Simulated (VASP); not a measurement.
Band structure of VAl (relaxed from the rock salt structure, space group Fm-3m). Calculation: PBEsol GGA, VASP's PBE PAW potentials (set 64) (plane waves; VASP 6.6.1).

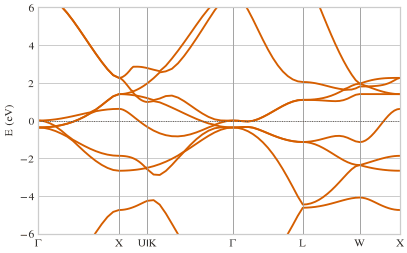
Figure. Bands along high-symmetry lines, zero at the valence-band maximum or, without a gap, the Fermi level

### Question
Read the plot: is there a gap, and where are the band edges?

### Answer
It has no gap at this level: it comes out as a metal or semimetal. (Edges off the drawn lines would not show.)

The structure was generated: VAl was put into the rock salt type (Fm-3m), which need not be its known phase. It was relaxed first, which changed the volume by -40 %. The run is not spin-polarised, so no magnetic state was tried.
